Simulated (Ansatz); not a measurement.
# NF3 (nitrogen trifluoride) at revPBE/cc-pVTZ

What is the vertical ionisation energy of NF3 (nitrogen trifluoride) at revPBE/cc-pVTZ? 

Program for the calculation: Ansatz 0.2.0.

22 further runs of the same task are left out: 22 set aside as unsound or not needed.

## Step 1: The molecule

NF3 has 4 atoms, charge 0, and is taken as a singlet. As SMILES, `FN(F)F`. Geometry: relaxed at PBE0-D4/def2-TZVP.

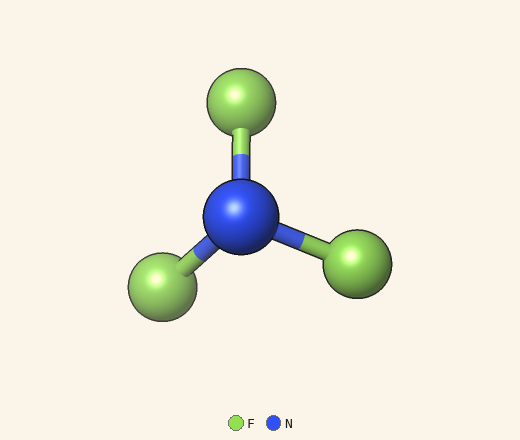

Viewed from a chosen angle; fluorine green, nitrogen blue.

## Step 2: The energy at revPBE/cc-pVTZ

File input.yaml:

```yaml
crystal:
  periodic: [false, false, false]
  atoms:
    - symbol: F
      position_ang: [0.614010, 0.000340, 1.066930]
    - symbol: "N"
      position_ang: [0.353420, -0.074150, -0.266250]
    - symbol: F
      position_ang: [-0.636280, -1.006490, -0.312240]
    - symbol: F
      position_ang: [-0.331150, 1.080310, -0.488440]
basis:
  gaussian:
    orbitals: cc-pVTZ
hamiltonian:
  xc: {name: revPBE}
accuracy: high
output: {orbitals: {seedname: orbitals}}
```

On the command line:

```
$ ansatz run input.yaml --threads 1 --pin off --max-ram 3480MiB --events-out events.jsonl --progress --plain --runs-dir runs
```

The log of the run:

```text
Warning: RAYON_NUM_THREADS=1 ignored (pool sized by the plan → 1); use --threads N
Functional definition: revPBE
  name "revPBE"
  parameter kappa = 1.245
  parameter beta = 0.06672455060314922
  exchange = pbe_x(kappa = kappa, mu = beta*pi^2/3)
  correlation = pbe_c(beta = beta)
2075 factors; integrals over basis functions are off by at most 3.4e-9 eV
mean field evaluation 1: about -9634.5227 eV, gradient 3.8e1 eV
mean field evaluation 2: about -9628.8516 eV, gradient 7.5e1 eV
mean field evaluation 4: about -9636.1892 eV, gradient 1.7e0 eV
mean field evaluation 8: about -9636.1852 eV, gradient 5.6e-2 eV
mean field evaluation 16: about -9636.1852 eV, gradient 2.2e-5 eV
mean field -9636.18524943 eV, -354.1232762758 hartree, gradient 7.7e-8 eV, S^2 0.000000; 0 other end points of the search recorded, 0 dependent functions left out
reference -9636.18525082 eV, -354.1232763267 hartree; 17, 17 occupied and 103, 103 virtual orbitals, 2075 factors
Total energy: -9636.18525082 eV, -354.1232763267 hartree
```

Run time: 3 s. Hardware: 1 thread of Intel Xeon 6975P-C (Granite Rapids), shared host; peak memory 0.3 GiB.

## Step 3: The doublet cation

File run.yaml:

```yaml
crystal:
  periodic: [false, false, false]
  atoms:
    - symbol: F
      position_ang: [0.614010, 0.000340, 1.066930]
    - symbol: "N"
      position_ang: [0.353420, -0.074150, -0.266250]
    - symbol: F
      position_ang: [-0.636280, -1.006490, -0.312240]
    - symbol: F
      position_ang: [-0.331150, 1.080310, -0.488440]
basis:
  gaussian: {orbitals: cc-pVTZ}
output: {orbitals: {seedname: orbitals}}
accuracy: high
total_charge: 1
magnetization: {spin_polarized: true, initial_magnetization: 1}
hamiltonian: {xc: {name: revPBE}}
```

On the command line:

```
$ ansatz run run.yaml --threads 1 --pin off --max-ram 3480MiB --events-out events.jsonl --progress --plain --runs-dir runs
```

The log of the run (excerpt; [...] marks lines left out):

```text
Warning: RAYON_NUM_THREADS=1 ignored (pool sized by the plan → 1); use --threads N
[... 6 set-up lines as earlier in the session ...]
2075 factors; integrals over basis functions are off by at most 3.4e-9 eV
mean field evaluation 1: about -9617.6530 eV, gradient 5.0e1 eV
mean field evaluation 2: about -9578.8810 eV, gradient 1.2e2 eV
mean field evaluation 4: about -9623.3756 eV, gradient 6.6e0 eV
mean field evaluation 8: about -9623.5082 eV, gradient 5.5e-1 eV
mean field evaluation 16: about -9623.5092 eV, gradient 7.2e-5 eV
mean field evaluation 32: about -9623.4280 eV, gradient 5.0e0 eV
mean field -9623.50917776 eV, -353.6574392337 hartree, gradient 2.1e-8 eV, S^2 0.752780; 1 other end points of the search recorded, 0 dependent functions left out
reference -9623.50917927 eV, -353.6574392895 hartree; 17, 16 occupied and 103, 104 virtual orbitals, 2075 factors
Total energy: -9623.50917927 eV, -353.6574392895 hartree
```

Run time: 5.1 s. Hardware: 1 thread of Intel Xeon 6975P-C (Granite Rapids), shared host; peak memory 0.34 GiB.

## Step 4: What came out

Level: revPBE/cc-pVTZ.

| quantity | value |
| --- | --- |
| singlet NF3: total energy | -354.12328 Eh |
| singlet NF3: HOMO energy | -8.04 eV |
| singlet NF3: LUMO energy | -0.30 eV |
| singlet NF3: HOMO–LUMO gap | 7.73 eV |
| doublet cation: total energy | -353.65744 Eh |
| doublet cation: HOMO energy (highest over α and β) | -18.75 eV |
| doublet cation: LUMO energy (lowest over α and β) | -17.27 eV |
| doublet cation: ⟨S²⟩ | 0.753 |
| vertical ionisation energy (to the doublet cation) | 12.676 eV |

What this shows: The vertical ionisation energy comes to 12.68 eV (1223 kJ/mol). The negative HOMO energy of the first species, 8.04 eV, lies 4.64 eV below that difference.
